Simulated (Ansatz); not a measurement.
# Run report: GeH5O2F, molecular dynamics (part 3 of 3)

GeH5O2F; RKS PBE0/def2-SVP (Ansatz 0.2.0). It belongs to a series of runs on one base structure; here: dynamics from the highest image of the converged band.

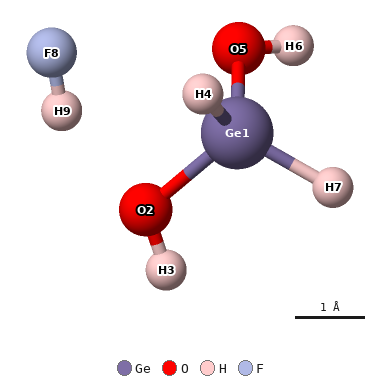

The geometry at step 118 of the log (ball-and-stick view, seen at a tilt; atoms are numbered from 1 in the order of the input).

**Trajectory as extended XYZ, continued**
```
9
Properties=species:S:1:pos:R:3:forces:R:3 step=36 time_fs=18.0 energy=-63384.57339 temperature=336.4
Ge    0.0571    0.1662    0.0015   -0.4206  -0.3348  -0.8004
O     0.0347   -0.0361    1.8557    0.5827   0.6194  -0.3428
H    -0.8074   -0.2850    2.2186   -0.6632  -0.2734   0.2561
H     1.5350   -0.0058   -0.4629   -0.5416   0.1677  -0.0052
O    -1.1074    1.3869   -0.6978    1.4137  -0.0931   0.8573
H    -1.7748    0.8941   -1.1629   -0.4874  -0.3799  -0.3234
H    -0.7283   -1.0920   -0.3685   -0.2473  -0.5930  -0.1367
F     0.8717    1.8512    0.9308    0.0918   0.7930   1.1296
H     0.5427    1.3462    1.7474    0.2720   0.0940  -0.6343
9
Properties=species:S:1:pos:R:3:forces:R:3 step=45 time_fs=22.5 energy=-63384.66140 temperature=433.7
Ge    0.0502    0.1564    0.0044   -0.3482  -0.5481  -1.1470
O     0.0279   -0.0262    1.8219   -1.0914  -0.2613   0.4817
H    -0.8393   -0.3461    2.1538    0.8485   0.2301  -0.2638
H     1.5033    0.0677   -0.4941   -0.2142   0.0695   0.0108
O    -1.0877    1.3717   -0.6747   -0.1841  -0.2449  -0.1268
H    -1.7904    0.9155   -1.1857    0.7349   0.3195   0.5446
H    -0.7099   -1.0757   -0.4777   -0.2161  -0.7432   0.0026
F     0.8887    1.8854    0.9419    0.5921   1.5358   0.0296
H     0.5699    1.4442    1.7248   -0.1215  -0.3575   0.4683
9
Properties=species:S:1:pos:R:3:forces:R:3 step=55 time_fs=27.5 energy=-63384.69575 temperature=472.4
Ge    0.0412    0.1434    0.0039   -0.9694  -1.6673  -1.7983
O     0.0121   -0.0160    1.7886    0.6260   0.3188   0.1773
H    -0.8004   -0.4034    2.0720   -0.9140  -0.5034   0.5597
H     1.4377    0.1628   -0.5327    0.5404  -0.0934  -0.1377
O    -1.0627    1.3549   -0.6467    0.7384   1.0636   0.7539
H    -1.7404    0.9504   -1.1580   -0.8866  -0.6045  -0.6315
H    -0.7194   -1.1873   -0.5821    0.5147   0.6025   0.6512
F     0.9136    1.9401    0.9570    0.1119   0.6637   1.0709
H     0.5883    1.4927    1.7573    0.2385   0.2199  -0.6456
9
Properties=species:S:1:pos:R:3:forces:R:3 step=64 time_fs=32.0 energy=-63384.79062 temperature=576.7
Ge    0.0310    0.1272   -0.0015    0.7249  -1.5433  -1.9153
O    -0.0027   -0.0069    1.7640   -1.0584  -0.7045   1.1691
H    -0.8100   -0.4899    2.0563    0.9367   0.5424  -0.1339
H     1.4569    0.2314   -0.5839   -0.2203  -0.1726   0.2668
O    -1.0387    1.3489   -0.6179   -1.5946   0.4507  -0.8998
H    -1.7456    0.9353   -1.1644    0.7638   0.4845   0.6410
H    -0.6425   -1.1990   -0.5611    0.1676   0.1969   0.3825
F     0.9389    1.9989    0.9783    0.4920   1.0168  -0.0265
H     0.6255    1.5457    1.7343   -0.2117  -0.2709   0.5161
9
Properties=species:S:1:pos:R:3:forces:R:3 step=73 time_fs=36.5 energy=-63384.81933 temperature=608.8
Ge    0.0225    0.1073   -0.0118    1.7727  -0.1930  -1.0513
O    -0.0239   -0.0021    1.7509    0.8635   0.6477   0.5705
H    -0.7414   -0.5344    2.0543   -0.7826  -0.5615   0.5074
H     1.4480    0.2679   -0.5903   -0.2504  -0.1633   0.3199
O    -1.0276    1.3512   -0.5952   -0.1507   1.2491   0.1887
H    -1.7020    0.9591   -1.1225   -0.9991  -0.3304  -0.6878
H    -0.5431   -1.1927   -0.4751   -0.5964  -1.0533  -0.3016
F     0.9681    2.0665    1.0021   -0.0403   0.0716   0.9976
H     0.6419    1.5711    1.7551    0.1835   0.3331  -0.5434
9
Properties=species:S:1:pos:R:3:forces:R:3 step=82 time_fs=41.0 energy=-63384.91325 temperature=712.0
Ge    0.0181    0.0860   -0.0251    0.1391  -1.3704  -0.4372
O    -0.0412    0.0055    1.7474   -0.4037  -0.3545   1.0222
H    -0.7198   -0.6080    2.1012    0.6678   0.6582  -0.3467
H     1.4077    0.2752   -0.5433    0.5784  -0.0365  -0.0753
O    -1.0247    1.3647   -0.5753   -1.5586  -0.0235  -1.0720
H    -1.7406    0.9774   -1.1278    0.6088   0.5529   0.5707
H    -0.5321   -1.3326   -0.4278   -0.0948   0.3767  -0.0855
F     0.9983    2.1370    1.0328    0.3299   0.5178  -0.0597
H     0.6688    1.6249    1.7352   -0.2670  -0.3207   0.4835
9
Properties=species:S:1:pos:R:3:forces:R:3 step=91 time_fs=45.5 energy=-63384.92816 temperature=728.6
Ge    0.0144    0.0616   -0.0396   -0.1676  -1.2197  -0.1022
O    -0.0586    0.0134    1.7534    0.8839   0.9475  -0.1906
H    -0.6469   -0.6282    2.1266   -0.5298  -0.4888   0.2700
H     1.4505    0.2717   -0.5008   -0.0158  -0.0791  -0.0002
O    -1.0348    1.3806   -0.5640    0.4651   0.0584   0.2054
H    -1.7512    1.0559   -1.0915   -0.7784  -0.2335  -0.4923
H    -0.5463   -1.4185   -0.4021    0.1770   1.0626  -0.0457
F     1.0305    2.2109    1.0658   -0.2693  -0.4767   0.9142
H     0.6678    1.6519    1.7515    0.2349   0.4295  -0.5586
9
Properties=species:S:1:pos:R:3:forces:R:3 step=100 time_fs=50.0 energy=-63384.94842 temperature=750.7
Ge    0.0105    0.0342   -0.0542    0.1925   0.7894   0.5729
O    -0.0691    0.0282    1.7597    0.0649  -0.0807  -0.0648
H    -0.6150   -0.6717    2.1620    0.3302   0.5454  -0.3738
H     1.4932    0.2543   -0.4599   -0.5572  -0.0647   0.0446
O    -1.0449    1.3952   -0.5542   -0.3119  -0.7764  -0.5440
H    -1.8216    1.1241   -1.0857    0.6706   0.1133   0.4864
H    -0.5390   -1.3349   -0.3928   -0.3292  -0.4137  -0.4403
F     1.0618    2.2826    1.1048    0.2890   0.3456  -0.2073
H     0.6810    1.7140    1.7263   -0.3490  -0.4582   0.5264
9
Properties=species:S:1:pos:R:3:forces:R:3 step=109 time_fs=54.5 energy=-63384.92326 temperature=722.7
Ge    0.0066    0.0087   -0.0674   -1.0123   1.4856   1.0305
O    -0.0761    0.0457    1.7631    0.5999   0.5109  -0.9414
H    -0.5638   -0.6711    2.1631   -0.2535  -0.1955   0.1394
H     1.4525    0.2271   -0.4162    0.2645   0.0974  -0.2377
O    -1.0540    1.4019   -0.5478    1.2215  -0.6756   0.3402
H    -1.8428    1.1912   -1.0385   -0.3940  -0.3598  -0.2403
H    -0.5887   -1.3119   -0.4615   -0.3299  -0.6272  -0.3547
F     1.0940    2.3549    1.1451   -0.4780  -0.8039   0.8190
H     0.6624    1.7411    1.7375    0.3819   0.5681  -0.5550
9
Properties=species:S:1:pos:R:3:forces:R:3 step=118 time_fs=59.0 energy=-63384.87757 temperature=672.4
Ge    0.0002   -0.0133   -0.0780   -1.9344   0.3764   0.5750
O    -0.0771    0.0672    1.7564    0.2068  -0.2469  -0.8847
H    -0.5405   -0.6741    2.1705    0.0725   0.2952  -0.0982
H     1.4483    0.2149   -0.4141    0.2676   0.0446  -0.2663
O    -1.0521    1.3998   -0.5396    0.4907  -0.8952  -0.1504
H    -1.8821    1.2033   -1.0041    0.4736  -0.1831   0.2572
H    -0.6863   -1.3809   -0.5876    0.5159   0.8357   0.3448
F     1.1238    2.4225    1.1902    0.3957   0.4003  -0.3759
H     0.6728    1.8140    1.7094   -0.4884  -0.6269   0.5985
9
Properties=species:S:1:pos:R:3:forces:R:3 step=127 time_fs=63.5 energy=-63384.90380 temperature=701.2
Ge   -0.0110   -0.0338   -0.0871   -0.6164   1.1169   0.2967
O    -0.0746    0.0876    1.7382    0.2500  -0.2657  -0.8354
H    -0.5189   -0.6475    2.1762    0.0045   0.1631   0.0212
H     1.4799    0.2090   -0.4581   -0.5864  -0.1314   0.0099
O    -1.0414    1.3875   -0.5317    0.7703  -0.6647  -0.0023
H    -1.8810    1.1704   -0.9455   -0.0140  -0.1896  -0.0113
H    -0.7022   -1.3228   -0.6586    0.3050   0.2572   0.3448
F     1.1546    2.4899    1.2353   -0.6852  -0.9789   0.6923
H     0.6472    1.8440    1.7244    0.5722   0.6931  -0.5159
9
Properties=species:S:1:pos:R:3:forces:R:3 step=136 time_fs=68.0 energy=-63384.87992 temperature=675.1
Ge   -0.0239   -0.0511   -0.0950    0.1741   2.1115   0.8505
O    -0.0686    0.1054    1.7097    0.3579  -0.1658  -0.5760
H    -0.5037   -0.6018    2.1887   -0.1049  -0.0725   0.1245
H     1.4243    0.1829   -0.5058    0.0028  -0.0315  -0.0237
O    -1.0220    1.3672   -0.5240    0.2033  -0.3352  -0.2938
H    -1.8747    1.1061   -0.8880    0.0199   0.0353   0.0189
H    -0.6736   -1.2377   -0.6761   -0.5468  -1.2757  -0.2265
F     1.1817    2.5518    1.2841    0.5579   0.5889  -0.4484
H     0.6675    1.9263    1.7048   -0.6642  -0.8550   0.5746
9
Properties=species:S:1:pos:R:3:forces:R:3 step=145 time_fs=72.5 energy=-63384.88444 temperature=680.0
Ge   -0.0368   -0.0637   -0.1011   -0.4017   0.0312   0.0194
O    -0.0587    0.1205    1.6750    0.0652  -0.5882   0.4847
H    -0.4997   -0.5535    2.2181    0.2264   0.3809  -0.3155
H     1.3708    0.1497   -0.5601    0.5701   0.0117  -0.1239
O    -1.0000    1.3431   -0.5200   -0.6928   0.0030  -0.6874
H    -1.8705    1.0452   -0.8260    0.2153   0.3365   0.0839
H    -0.7169   -1.3355   -0.7086    0.1385   0.1528   0.4546
F     1.2099    2.6140    1.3321   -0.8490  -1.0712   0.5732
H     0.6465    1.9478    1.7234    0.7280   0.7433  -0.4889
9
Properties=species:S:1:pos:R:3:forces:R:3 step=155 time_fs=77.5 energy=-63384.80534 temperature=593.2
Ge   -0.0517   -0.0774   -0.1079    0.8465  -1.1554  -0.6488
O    -0.0444    0.1324    1.6409    0.8565   0.5836   0.1436
H    -0.4791   -0.4713    2.2192   -0.4894  -0.7295   0.5726
H     1.3994    0.1105   -0.6357   -0.4327  -0.1142   0.2394
O    -0.9829    1.3176   -0.5244   -0.1222   0.8753  -0.6572
H    -1.8588    1.0390   -0.7573   -0.8976   0.0893  -0.2526
H    -0.7429   -1.4243   -0.6540    0.3539   0.7541   0.5453
F     1.2366    2.6767    1.3886    0.5308   0.5800  -0.3386
H     0.6859    2.0217    1.7053   -0.6457  -0.8831   0.3963
9
Properties=species:S:1:pos:R:3:forces:R:3 step=164 time_fs=82.0 energy=-63384.81785 temperature=607.0
Ge   -0.0630   -0.0925   -0.1155    1.3186  -0.1867  -0.1842
O    -0.0249    0.1445    1.6178   -0.0007  -0.4653   1.9375
H    -0.4915   -0.4466    2.2458    0.4838   0.5535  -0.7840
H     1.3660    0.0569   -0.6655   -0.1813   0.0112   0.1294
O    -0.9757    1.3033   -0.5387   -1.9274   0.7543  -1.1703
H    -1.9172    1.0833   -0.7125    0.9033   0.4083   0.1664
H    -0.7106   -1.3852   -0.5051   -0.4625  -0.7148  -0.1384
F     1.2610    2.7331    1.4387   -0.7871  -1.0093   0.3362
H     0.6884    2.0242    1.7136    0.6533   0.6488  -0.2927
9
Properties=species:S:1:pos:R:3:forces:R:3 step=173 time_fs=86.5 energy=-63384.85849 temperature=651.8
Ge   -0.0713   -0.1083   -0.1236   -0.1517  -0.3025   0.3314
O    -0.0015    0.1558    1.6120    1.1978   0.9849   0.2051
H    -0.4732   -0.3949    2.2069   -0.6677  -0.8142   0.7393
H     1.3090    0.0054   -0.6764    0.5868   0.1196  -0.2694
O    -0.9843    1.2992   -0.5655    0.5511   0.7390  -0.7855
H    -1.9140    1.1789   -0.6589   -1.1061  -0.1171  -0.0816
H    -0.7491   -1.4480   -0.3694   -0.2673  -0.2638  -0.1908
F     1.2811    2.7838    1.4906    0.2652   0.3113  -0.1626
H     0.7468    2.0656    1.6982   -0.4082  -0.6573   0.2141
9
Properties=species:S:1:pos:R:3:forces:R:3 step=182 time_fs=91.0 energy=-63384.84257 temperature=634.5
Ge   -0.0797   -0.1251   -0.1310   -0.6655  -0.7598   0.2088
O     0.0313    0.1731    1.6152   -0.0764  -0.4695   1.2185
H    -0.5017   -0.4043    2.2072    0.6148   0.6661  -0.7215
H     1.3325   -0.0270   -0.7259   -0.2546   0.0218  -0.0032
O    -0.9952    1.3028   -0.6029   -1.1416   0.0408  -0.7153
H    -1.9800    1.2707   -0.6042    1.2227  -0.1485   0.0899
H    -0.8318   -1.5519   -0.2715    0.4647   1.0167  -0.1440
F     1.3009    2.8335    1.5419   -0.5741  -0.9068   0.1102
H     0.7829    2.0584    1.7040    0.4100   0.5393  -0.0434
9
Properties=species:S:1:pos:R:3:forces:R:3 step=191 time_fs=95.5 energy=-63384.89119 temperature=687.7
Ge   -0.0897   -0.1434   -0.1377   -0.3387   0.9684   0.5185
O     0.0677    0.1894    1.6277    1.0620   0.6571  -0.8726
H    -0.4853   -0.3647    2.1520   -0.6348  -0.5959   0.7396
H     1.3191   -0.0537   -0.7792   -0.5125  -0.0072   0.1249
O    -1.0116    1.3070   -0.6488    1.6780  -0.6282  -0.5851
H    -1.9457    1.3317   -0.5339   -1.1212  -0.1936   0.2662
H    -0.8437   -1.4941   -0.2042    0.0362   0.1461  -0.2615
F     1.3171    2.8776    1.5937    0.0184  -0.0281  -0.0762
H     0.8540    2.0849    1.7133   -0.1875  -0.3187   0.1461
9
Properties=species:S:1:pos:R:3:forces:R:3 step=200 time_fs=100.0 energy=-63384.84938 temperature=641.9
Ge   -0.1007   -0.1590   -0.1430   -0.5872   2.5934   1.0583
O     0.1116    0.2084    1.6351   -0.3934  -0.7572  -0.1888
H    -0.5045   -0.3542    2.1564    0.7007   0.7067  -0.3617
H     1.2298   -0.0807   -0.8184    0.4621   0.0120  -0.2628
O    -1.0180    1.3042   -0.7007   -0.5900  -0.8933   0.1465
H    -1.9680    1.3524   -0.4327    1.2572  -0.2130  -0.2284
H    -0.8583   -1.4225   -0.1848   -0.6677  -1.0922  -0.2215
F     1.3326    2.9194    1.6449   -0.2874  -0.6292   0.0071
H     0.9081    2.0888    1.7463    0.1057   0.2728   0.0512
```

The run was set up as follows.

**The input**
```yaml
crystal:
  periodic: [false, false, false]
  atoms:
    - { symbol: Ge, position_ang: [0.052272, 0.185701, -0.023814] }
    - { symbol: O, position_ang: [0.083329, -0.020581, 1.952298] }
    - { symbol: H, position_ang: [-0.782698, -0.100101, 2.370879] }
    - { symbol: H, position_ang: [1.444007, -0.02829, -0.617915] }
    - { symbol: O, position_ang: [-1.069724, 1.364015, -0.728895] }
    - { symbol: H, position_ang: [-1.820229, 0.899327, -1.11586] }
    - { symbol: H, position_ang: [-0.777809, -1.133202, -0.174736] }
    - { symbol: F, position_ang: [0.829487, 1.793095, 0.954102] }
    - { symbol: H, position_ang: [0.474265, 1.026137, 1.851542] }
basis:
  gaussian: { orbitals: def2-SVP }
hamiltonian:
  xc: pbe0
md:
  timestep: 0.5
  n_steps: 200
  ensemble: nve
  temperature: 300.0
  initial_velocities: maxwell_boltzmann
  seed: 8329
```

Launch command:
```bash
ansatz run input.yaml --threads 2 --pin off --max-ram 3072MiB --backend cpu --events-out ev --progress --plain --runs-dir out
```

**Results in brief**

```json
{"quantity": "outcome", "value": "finished"}
{"quantity": "mean temperature over the second half", "value": "665 K"}
{"quantity": "trajectory", "value": "200 steps, 100 fs"}
{"quantity": "ensemble", "value": "nve"}
{"quantity": "temperature in the input", "value": "300.0 K"}
{"quantity": "time step", "value": "0.5 fs"}
{"quantity": "potential energy (last step)", "value": "−63384.8494 eV"}
{"quantity": "mean-field energy (last step)", "value": "−63384.8494 eV"}
{"quantity": "largest force (length of the vector) (last step)", "value": "2.862 eV/Å"}
{"quantity": "hardware", "value": "2 threads of Arm Neoverse V2, 24 GiB of memory available, shared host"}
{"quantity": "wall time", "value": "6.2 min (CPU time 12 min)"}
{"quantity": "peak memory", "value": "0.21 GiB"}
```

**Remarks**

So short a trajectory is not equilibrated.
